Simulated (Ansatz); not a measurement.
**Run report: Si₂H₁₀O₃, geometry relaxation (part 1 of 4)**

The run: geometry relaxation of Si₂H₁₀O₃. Method and program: RKS PBE0-D4/def2-TZVP (Ansatz 0.2.0).

The geometry is a transition state displaced along its imaginary mode. The reaction was set up to form Si1–O8, H7–O10 and H2–H9 and to break Si1–H2, H7–O8 and H9–O10 (atoms counted from 1 in the order of the input); sticks are drawn by distance alone. Figures and captions count atoms from 1; the log counts them from 0 in places.

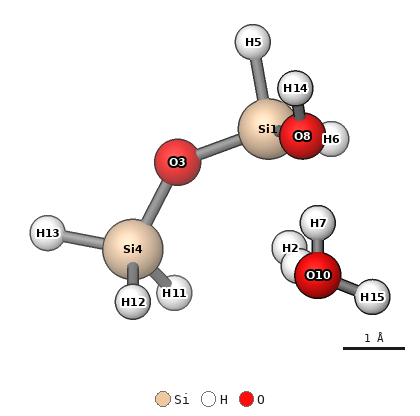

Fig. 1: The input geometry (ball-and-stick view, seen at a tilt; atoms are numbered from 1 in the order of the input).

The input
```yaml
crystal:
  periodic: [false, false, false]
  atoms:
    - {symbol: Si, position_ang: [1.092490, 0.761178, -0.326556]}
    - {symbol: H, position_ang: [-0.127435, -0.065669, 1.019967]}
    - {symbol: O, position_ang: [1.037708, -0.773709, -0.942006]}
    - {symbol: Si, position_ang: [0.409386, -2.242736, -0.535505]}
    - {symbol: H, position_ang: [1.878619, 1.422731, -1.360512]}
    - {symbol: H, position_ang: [1.931374, 0.869957, 0.919483]}
    - {symbol: H, position_ang: [-1.505127, 1.435106, 0.377301]}
    - {symbol: O, position_ang: [-0.151095, 1.776258, -0.393872]}
    - {symbol: H, position_ang: [-0.817351, 0.170895, 1.064203]}
    - {symbol: O, position_ang: [-2.073989, 0.981495, 0.849777]}
    - {symbol: H, position_ang: [0.924517, -2.699278, 0.782999]}
    - {symbol: H, position_ang: [-1.071480, -2.170849, -0.476746]}
    - {symbol: H, position_ang: [0.805531, -3.231227, -1.571334]}
    - {symbol: H, position_ang: [-0.141032, 2.395887, -1.135174]}
    - {symbol: H, position_ang: [-2.192215, 1.370061, 1.727975]}
basis:
  gaussian: {orbitals: def2-TZVP}
hamiltonian: {xc: pbe0, dispersion: d4}
relax: {f_tol: 0.005, max_steps: 200}
```

Run on 8 threads of AMD EPYC, 23 GiB of memory available, shared host.

Command:
```bash
ansatz run in.yaml --threads 8 --pin off --events-out ev --progress --plain --max-ram 19148MiB
```

What the program printed
```
Functional definition: PBE0
  name "PBE0"
  cite "Adamo & Barone, J. Chem. Phys. 110, 6158 (1999) doi:10.1063/1.478522"
  cite "Perdew, Burke & Ernzerhof, Phys. Rev. Lett. 77, 3865 (1996) doi:10.1103/PhysRevLett.77.3865"
  parent pbe
  parameter a = 0.25
  parameter kappa = 0.804
  parameter beta = 0.06672455060314922
  exchange = (1 - a)*pbe_x(kappa = kappa, mu = beta*pi^2/3) + a*exact_x
  correlation = pbe_c(beta = beta)
1429 factors; their error is unknown
mean field evaluation 1: about -22039.6940 eV, gradient 8.3e1 eV
mean field evaluation 2: about -22023.3897 eV, gradient 1.3e2 eV
mean field evaluation 4: about -22050.1835 eV, gradient 7.6e0 eV
mean field evaluation 8: about -22050.2689 eV, gradient 9.0e-2 eV
mean field evaluation 16: about -22050.3456 eV, gradient 2.5e-5 eV
mean field -22050.34564832 eV, -810.3352563147 hartree, gradient 2.5e-5 eV, S^2 0.000000; 0 other end points of the search recorded, 0 dependent functions left out
the calculation of the forces begins
reference -22050.34568560 eV, -810.3352576847 hartree; 31, 31 occupied and 196, 196 virtual orbitals, 1429 factors
relax step   1: F+E_penalty+E_count = -22050.60915317 eV  Δ(F+E_penalty+E_count) = +0.000e0 eV  max|allowed force component| = 6.755e0 eV/Å  Δτ_max = 0.0000 Å  (27 SCF iters, accepted)
these checks for a lower state are left out or cut short: starts, cluster_reference, orbital_swaps, neighbouring_geometries, increment
1429 factors; their error is unknown
mean field -22051.37859334 eV, -810.3732163439 hartree, gradient 1.6e-5 eV, S^2 0.000000; 0 other end points of the search recorded, 0 dependent functions left out
[... from here on the field's lines of each further geometry are left out, up to the last ...]
relax step   2: F+E_penalty+E_count = -22051.64031198 eV  Δ(F+E_penalty+E_count) = -1.031e0 eV  max|allowed force component| = 1.710e0 eV/Å  Δτ_max = 0.1982 Å  (30 SCF iters, accepted)
relax step   3: F+E_penalty+E_count = -22051.97225984 eV  Δ(F+E_penalty+E_count) = -3.319e-1 eV  max|allowed force component| = 8.907e-1 eV/Å  Δτ_max = 0.2000 Å  (36 SCF iters, accepted)
relax step   4: F+E_penalty+E_count = -22052.17089694 eV  Δ(F+E_penalty+E_count) = -1.986e-1 eV  max|allowed force component| = 5.274e-1 eV/Å  Δτ_max = 0.1950 Å  (30 SCF iters, accepted)
relax step   5: F+E_penalty+E_count = -22052.24738129 eV  Δ(F+E_penalty+E_count) = -7.648e-2 eV  max|allowed force component| = 2.957e-1 eV/Å  Δτ_max = 0.2000 Å  (30 SCF iters, accepted)
relax step   6: F+E_penalty+E_count = -22052.30106473 eV  Δ(F+E_penalty+E_count) = -5.368e-2 eV  max|allowed force component| = 1.446e-1 eV/Å  Δτ_max = 0.2000 Å  (30 SCF iters, accepted)
relax step   7: F+E_penalty+E_count = -22052.32425345 eV  Δ(F+E_penalty+E_count) = -2.319e-2 eV  max|allowed force component| = 9.208e-2 eV/Å  Δτ_max = 0.2000 Å  (30 SCF iters, accepted)
relax step   8: F+E_penalty+E_count = -22052.31824809 eV  Δ(F+E_penalty+E_count) = +6.005e-3 eV  max|allowed force component| = 3.367e-1 eV/Å  Δτ_max = 0.2000 Å  (30 SCF iters, rejected (line search))
relax step   9: F+E_penalty+E_count = -22052.33229404 eV  Δ(F+E_penalty+E_count) = -8.041e-3 eV  max|allowed force component| = 3.298e-2 eV/Å  Δτ_max = 0.1000 Å  (30 SCF iters, accepted)
relax step  10: F+E_penalty+E_count = -22052.33673412 eV  Δ(F+E_penalty+E_count) = -4.440e-3 eV  max|allowed force component| = 1.284e-1 eV/Å  Δτ_max = 0.0998 Å  (30 SCF iters, accepted)
relax step  11: F+E_penalty+E_count = -22052.33980927 eV  Δ(F+E_penalty+E_count) = -3.075e-3 eV  max|allowed force component| = 1.602e-1 eV/Å  Δτ_max = 0.1363 Å  (30 SCF iters, accepted)
relax step  12: F+E_penalty+E_count = -22052.34098259 eV  Δ(F+E_penalty+E_count) = -1.173e-3 eV  max|allowed force component| = 2.133e-1 eV/Å  Δτ_max = 0.1069 Å  (30 SCF iters, accepted)
relax step  13: F+E_penalty+E_count = -22052.34220846 eV  Δ(F+E_penalty+E_count) = -1.226e-3 eV  max|allowed force component| = 1.923e-1 eV/Å  Δτ_max = 0.0559 Å  (31 SCF iters, accepted)
relax step  14: F+E_penalty+E_count = -22052.34338981 eV  Δ(F+E_penalty+E_count) = -1.181e-3 eV  max|allowed force component| = 1.035e-1 eV/Å  Δτ_max = 0.0411 Å  (31 SCF iters, accepted)
relax step  15: F+E_penalty+E_count = -22052.34442571 eV  Δ(F+E_penalty+E_count) = -1.036e-3 eV  max|allowed force component| = 8.282e-2 eV/Å  Δτ_max = 0.0498 Å  (30 SCF iters, accepted)
relax step  16: F+E_penalty+E_count = -22052.34523104 eV  Δ(F+E_penalty+E_count) = -8.053e-4 eV  max|allowed force component| = 1.418e-1 eV/Å  Δτ_max = 0.0852 Å  (30 SCF iters, accepted)
relax step  17: F+E_penalty+E_count = -22052.34584617 eV  Δ(F+E_penalty+E_count) = -6.151e-4 eV  max|allowed force component| = 1.103e-1 eV/Å  Δτ_max = 0.0197 Å  (32 SCF iters, accepted)
relax step  18: F+E_penalty+E_count = -22052.34687718 eV  Δ(F+E_penalty+E_count) = -1.031e-3 eV  max|allowed force component| = 5.093e-2 eV/Å  Δτ_max = 0.0893 Å  (31 SCF iters, accepted)
relax step  19: F+E_penalty+E_count = -22052.34726682 eV  Δ(F+E_penalty+E_count) = -3.896e-4 eV  max|allowed force component| = 6.365e-2 eV/Å  Δτ_max = 0.0952 Å  (30 SCF iters, accepted)
relax step  20: F+E_penalty+E_count = -22052.34759902 eV  Δ(F+E_penalty+E_count) = -3.322e-4 eV  max|allowed force component| = 5.313e-2 eV/Å  Δτ_max = 0.0309 Å  (31 SCF iters, accepted)
relax step  21: F+E_penalty+E_count = -22052.34780289 eV  Δ(F+E_penalty+E_count) = -2.039e-4 eV  max|allowed force component| = 2.591e-2 eV/Å  Δτ_max = 0.0241 Å  (31 SCF iters, accepted)
relax step  22: F+E_penalty+E_count = -22052.34805353 eV  Δ(F+E_penalty+E_count) = -2.506e-4 eV  max|allowed force component| = 3.099e-2 eV/Å  Δτ_max = 0.0400 Å  (31 SCF iters, accepted)
relax step  23: F+E_penalty+E_count = -22052.34832334 eV  Δ(F+E_penalty+E_count) = -2.698e-4 eV  max|allowed force component| = 7.443e-2 eV/Å  Δτ_max = 0.0805 Å  (30 SCF iters, accepted)
relax step  24: F+E_penalty+E_count = -22052.34864256 eV  Δ(F+E_penalty+E_count) = -3.192e-4 eV  max|allowed force component| = 9.412e-2 eV/Å  Δτ_max = 0.0467 Å  (30 SCF iters, accepted)
relax step  25: F+E_penalty+E_count = -22052.34757214 eV  Δ(F+E_penalty+E_count) = +1.070e-3 eV  max|allowed force component| = 3.068e-1 eV/Å  Δτ_max = 0.1603 Å  (30 SCF iters, rejected (line search))
relax step  26: F+E_penalty+E_count = -22052.34998935 eV  Δ(F+E_penalty+E_count) = -1.347e-3 eV  max|allowed force component| = 6.063e-2 eV/Å  Δτ_max = 0.0781 Å  (30 SCF iters, accepted)
relax step  27: F+E_penalty+E_count = -22052.35158468 eV  Δ(F+E_penalty+E_count) = -1.595e-3 eV  max|allowed force component| = 1.703e-1 eV/Å  Δτ_max = 0.0975 Å  (30 SCF iters, accepted)
relax step  28: F+E_penalty+E_count = -22052.35293561 eV  Δ(F+E_penalty+E_count) = -1.351e-3 eV  max|allowed force component| = 2.199e-1 eV/Å  Δτ_max = 0.1041 Å  (30 SCF iters, accepted)
relax step  29: F+E_penalty+E_count = -22052.35521415 eV  Δ(F+E_penalty+E_count) = -2.279e-3 eV  max|allowed force component| = 2.621e-1 eV/Å  Δτ_max = 0.0624 Å  (30 SCF iters, accepted)
relax step  30: F+E_penalty+E_count = -22052.35881799 eV  Δ(F+E_penalty+E_count) = -3.604e-3 eV  max|allowed force component| = 2.826e-1 eV/Å  Δτ_max = 0.0888 Å  (30 SCF iters, accepted)
relax step  31: F+E_penalty+E_count = -22052.36325128 eV  Δ(F+E_penalty+E_count) = -4.433e-3 eV  max|allowed force component| = 3.889e-1 eV/Å  Δτ_max = 0.1737 Å  (30 SCF iters, accepted)
relax step  32: F+E_penalty+E_count = -22052.36739960 eV  Δ(F+E_penalty+E_count) = -4.148e-3 eV  max|allowed force component| = 4.120e-1 eV/Å  Δτ_max = 0.0819 Å  (30 SCF iters, accepted)
relax step  33: F+E_penalty+E_count = -22052.37030315 eV  Δ(F+E_penalty+E_count) = -2.904e-3 eV  max|allowed force component| = 3.765e-1 eV/Å  Δτ_max = 0.2000 Å  (29 SCF iters, accepted)
relax step  34: F+E_penalty+E_count = -22052.37765610 eV  Δ(F+E_penalty+E_count) = -7.353e-3 eV  max|allowed force component| = 8.335e-2 eV/Å  Δτ_max = 0.1402 Å  (30 SCF iters, accepted)
relax step  35: F+E_penalty+E_count = -22052.37962222 eV  Δ(F+E_penalty+E_count) = -1.966e-3 eV  max|allowed force component| = 1.667e-1 eV/Å  Δτ_max = 0.1111 Å  (30 SCF iters, accepted)
relax step  36: F+E_penalty+E_count = -22052.38060043 eV  Δ(F+E_penalty+E_count) = -9.782e-4 eV  max|allowed force component| = 1.478e-1 eV/Å  Δτ_max = 0.0591 Å  (31 SCF iters, accepted)
relax step  37: F+E_penalty+E_count = -22052.38167009 eV  Δ(F+E_penalty+E_count) = -1.070e-3 eV  max|allowed force component| = 6.116e-2 eV/Å  Δτ_max = 0.0991 Å  (31 SCF iters, accepted)
relax step  38: F+E_penalty+E_count = -22052.38187439 eV  Δ(F+E_penalty+E_count) = -2.043e-4 eV  max|allowed force component| = 9.063e-2 eV/Å  Δτ_max = 0.0217 Å  (31 SCF iters, accepted)
relax step  39: F+E_penalty+E_count = -22052.38213914 eV  Δ(F+E_penalty+E_count) = -2.648e-4 eV  max|allowed force component| = 1.655e-1 eV/Å  Δτ_max = 0.0579 Å  (30 SCF iters, accepted)
relax step  40: F+E_penalty+E_count = -22052.38250558 eV  Δ(F+E_penalty+E_count) = -3.664e-4 eV  max|allowed force component| = 6.609e-2 eV/Å  Δτ_max = 0.0502 Å  (31 SCF iters, accepted)
relax step  41: F+E_penalty+E_count = -22052.38235682 eV  Δ(F+E_penalty+E_count) = +1.488e-4 eV  max|allowed force component| = 5.222e-2 eV/Å  Δτ_max = 0.0190 Å  (31 SCF iters, rejected (line search))
relax step  42: F+E_penalty+E_count = -22052.38270778 eV  Δ(F+E_penalty+E_count) = -2.022e-4 eV  max|allowed force component| = 1.438e-2 eV/Å  Δτ_max = 0.0092 Å  (32 SCF iters, accepted)
relax step  43: F+E_penalty+E_count = -22052.38289443 eV  Δ(F+E_penalty+E_count) = -1.866e-4 eV  max|allowed force component| = 6.260e-3 eV/Å  Δτ_max = 0.0237 Å  (31 SCF iters, accepted)
relax step  44: F+E_penalty+E_count = -22052.38088479 eV  Δ(F+E_penalty+E_count) = +2.010e-3 eV  max|allowed force component| = 2.832e-1 eV/Å  Δτ_max = 0.1003 Å  (30 SCF iters, rejected (line search))
relax step  45: F+E_penalty+E_count = -22052.38293681 eV  Δ(F+E_penalty+E_count) = -4.238e-5 eV  max|allowed force component| = 2.873e-3 eV/Å  Δτ_max = 0.0123 Å  (32 SCF iters, accepted)
relax step  46: F+E_penalty+E_count = -22052.38299419 eV  Δ(F+E_penalty+E_count) = -5.738e-5 eV  max|allowed force component| = 5.557e-2 eV/Å  Δτ_max = 0.0489 Å  (30 SCF iters, accepted)
relax step  47: F+E_penalty+E_count = -22052.38307701 eV  Δ(F+E_penalty+E_count) = -8.282e-5 eV  max|allowed force component| = 1.784e-2 eV/Å  Δτ_max = 0.0109 Å  (32 SCF iters, accepted)
relax step  48: F+E_penalty+E_count = -22052.38308907 eV  Δ(F+E_penalty+E_count) = -1.206e-5 eV  max|allowed force component| = 4.387e-3 eV/Å  Δτ_max = 0.0066 Å  (32 SCF iters, accepted)
relax step  49: F+E_penalty+E_count = -22052.38311191 eV  Δ(F+E_penalty+E_count) = -2.284e-5 eV  max|allowed force component| = 6.143e-3 eV/Å  Δτ_max = 0.0095 Å  (32 SCF iters, accepted)
relax step  50: F+E_penalty+E_count = -22052.38312739 eV  Δ(F+E_penalty+E_count) = -1.548e-5 eV  max|allowed force component| = 1.332e-2 eV/Å  Δτ_max = 0.0170 Å  (32 SCF iters, accepted)
relax step  51: F+E_penalty+E_count = -22052.38313447 eV  Δ(F+E_penalty+E_count) = -7.076e-6 eV  max|allowed force component| = 1.034e-2 eV/Å  Δτ_max = 0.0100 Å  (23 SCF iters, accepted)
the calculation of the forces begins
reference -22052.12727370 eV, -810.4007298397 hartree; 31, 31 occupied and 196, 196 virtual orbitals, 1429 factors
relax step  52: F+E_penalty+E_count = -22052.38314000 eV  Δ(F+E_penalty+E_count) = -5.537e-6 eV  max|allowed force component| = 4.631e-3 eV/Å  Δτ_max = 0.0101 Å  (23 SCF iters, accepted)
1429 factors; their error is unknown
mean field evaluation 384: about -22052.1271 eV, gradient 3.4e-1 eV
```

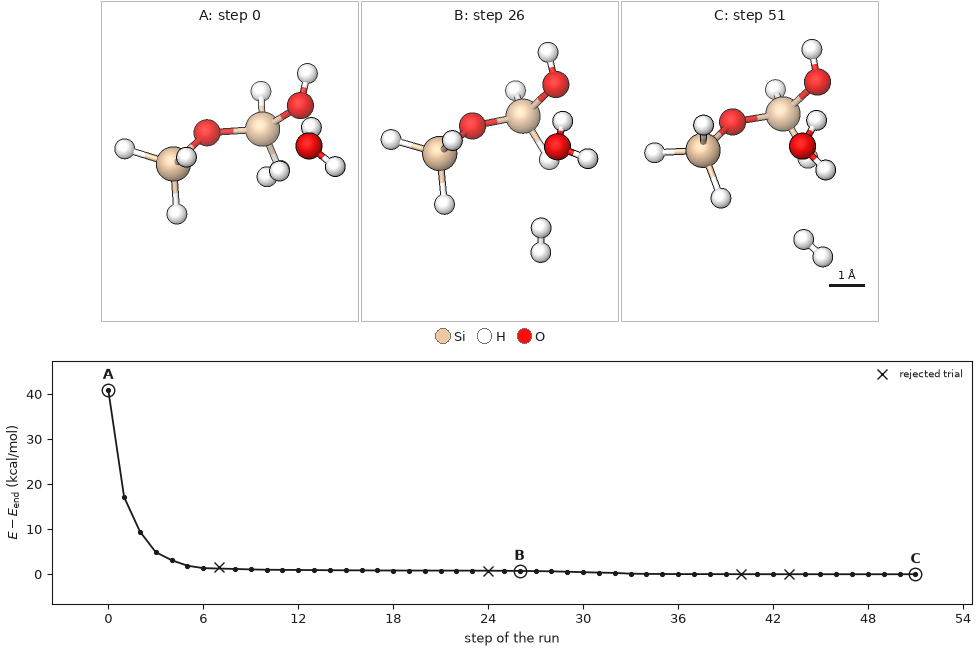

Fig. 2: Frames of the relaxation (ball-and-stick view, seen at an oblique angle) above the curves, on which the letters mark them (the first geometry is step 0 here and step 1 in the log).

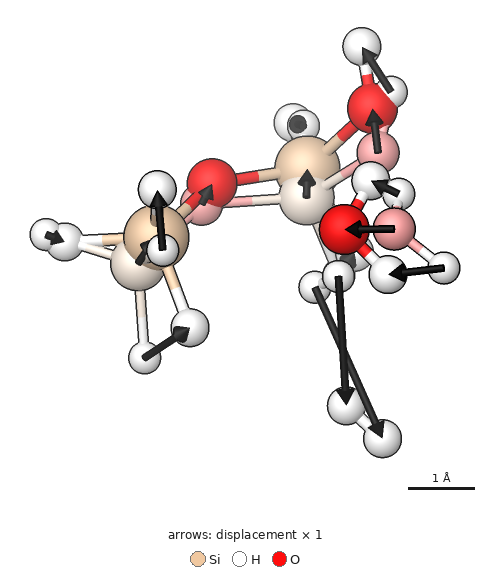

Fig. 3: Start (faint) and end (solid) with the displacements as black arrows, at true length (ball-and-stick view, seen at an oblique angle). The two geometries are laid on each other by the best rigid fit. H2 moves most after the best rigid fit: 2.55 Å. Largest moves by element: H 2.55 Å, O 0.79 Å, Si 0.54 Å. Among the contacts that change: H7–O10 0.868 → 0.967 Å, Si1–O8 1.607 → 1.656 Å, Si1–O3 1.655 → 1.619 Å, Si1–H6 1.506 → 1.478 Å. Among the angles that change: H5–Si1–O8 95.8° → 108.8°, O3–Si1–O8 123.0° → 112.6°, H6–Si1–O8 114.8° → 104.7°. After 51 geometry steps the energy has fallen by 40.9 kcal/mol. Largest force component: 6.8 eV/Å at the start, 0.0046 eV/Å at the end. The line search rejected the trial steps at points 7, 24, 40, 43 (counted from 0) and went back. (Atoms are counted from 1 in the order of the input.)

```
mean field -22052.12723459 eV, -810.4007284025 hartree, gradient 2.1e-5 eV, S^2 0.000000; 1 other end points of the search recorded, 0 dependent functions left out
the calculation of the forces begins
reference -22052.12727370 eV, -810.4007298397 hartree; 31, 31 occupied and 196, 196 virtual orbitals, 1429 factors
Total energy: -22052.38317911 eV, -810.4101341902 hartree
Atom 0 at     1.238449     1.014966    -0.672683 Å, force    -0.000663    -0.001266    -0.000516 eV/Å
Atom 1 at    -0.251013    -0.356206     3.548295 Å, force     0.000227    -0.001607    -0.004530 eV/Å
Atom 2 at     0.883792    -0.488392    -1.158778 Å, force    -0.000913     0.002277    -0.000010 eV/Å
Atom 3 at     0.035793    -1.858472    -0.822423 Å, force     0.000668    -0.000409     0.000153 eV/Å
Atom 4 at     2.437743     1.445102    -1.430077 Å, force     0.000039     0.000094    -0.000180 eV/Å
Atom 5 at     1.442435     1.069291     0.790627 Å, force     0.000079    -0.000131     0.000092 eV/Å
Atom 6 at    -1.441670     1.173652     0.035920 Å, force     0.000099     0.001245     0.000620 eV/Å
Atom 7 at     0.009133     2.084213    -0.966294 Å, force     0.000172    -0.000411     0.000009 eV/Å
Atom 8 at    -0.201467    -0.590563     2.840512 Å, force    -0.000258     0.001493     0.004631 eV/Å
Atom 9 at    -1.717353     0.374427     0.504314 Å, force    -0.000297    -0.001803     0.000356 eV/Å
Atom 10 at    -0.028236    -2.099234     0.639692 Å, force     0.000092     0.000110     0.000072 eV/Å
Atom 11 at    -1.318841    -1.794236    -1.415245 Å, force     0.000036     0.000263    -0.000128 eV/Å
Atom 12 at     0.786707    -2.975006    -1.454441 Å, force     0.000085    -0.000198     0.000142 eV/Å
Atom 13 at    -0.110628     2.380691    -1.870064 Å, force     0.000473    -0.000566     0.000407 eV/Å
Atom 14 at    -1.764943     0.619865     1.430647 Å, force     0.000163     0.000909    -0.001118 eV/Å
Dipole moment:     0.053323     0.394747    -0.039250 e Å
```

Trajectory as extended XYZ (Å, eV, eV/Å), 52 frames, from step=1 to step=52
```
15
Properties=species:S:1:pos:R:3:forces:R:3 step=1 energy=-22050.60915
Si    1.0925    0.7612   -0.3266    2.6711  -1.1831  -0.4779
H    -0.1274   -0.0657    1.0200    2.1608  -1.1698   0.4336
O     1.0377   -0.7737   -0.9420   -0.4316   0.2722   0.4458
Si    0.4094   -2.2427   -0.5355    0.0022   0.0807  -0.0434
H     1.8786    1.4227   -1.3605    0.6838   0.1638  -0.4858
H     1.9314    0.8700    0.9195   -0.5602  -0.1864  -0.1562
H    -1.5051    1.4351    0.3773    4.3837   4.2889  -3.7931
O    -0.1511    1.7763   -0.3939   -1.4524   1.5613  -0.5563
H    -0.8174    0.1709    1.0642   -0.9060  -0.1236   0.1699
O    -2.0740    0.9815    0.8498   -6.7547  -3.5040   4.7584
H     0.9245   -2.6993    0.7830    0.0106   0.0362  -0.0009
H    -1.0715   -2.1708   -0.4767   -0.0245  -0.0112   0.0009
H     0.8055   -3.2312   -1.5713    0.0426   0.0904  -0.0055
H    -0.1410    2.3959   -1.1352    0.1361  -0.3454   0.2985
H    -2.1922    1.3701    1.7280    0.0385   0.0300  -0.5878
15
Properties=species:S:1:pos:R:3:forces:R:3 step=2 energy=-22051.64031
Si    1.1654    0.7870   -0.4131    1.7098  -0.7948  -0.3797
H    -0.0375   -0.1903    1.1450   -0.4345  -0.0966   0.3454
O     1.0469   -0.7616   -0.9718   -0.3533   0.5987   0.3155
Si    0.3975   -2.2100   -0.5294   -0.0110  -0.0522  -0.0914
H     2.0205    1.4284   -1.4410    0.2028   0.0063  -0.0307
H     1.8668    0.8212    0.9102   -0.2775   0.0208  -0.2935
H    -1.5681    1.4693    0.3721    0.3405   0.6468  -0.2168
O    -0.1241    1.7908   -0.4432   -0.7699   0.4366  -0.0782
H    -0.7833    0.0753    1.1287    0.9106  -0.5830   0.1382
O    -2.1749    0.9627    0.9130   -1.5055  -0.3452   0.5810
H     0.9180   -2.6582    0.7897    0.0002   0.0612  -0.0064
H    -1.0843   -2.1390   -0.4795    0.0204   0.0150  -0.0002
H     0.8037   -3.1987   -1.5601    0.0200   0.0343  -0.0015
H    -0.1272    2.4136   -1.1727    0.0478  -0.0677  -0.0244
H    -2.3195    1.4096    1.7522    0.0996   0.1199  -0.2573
```
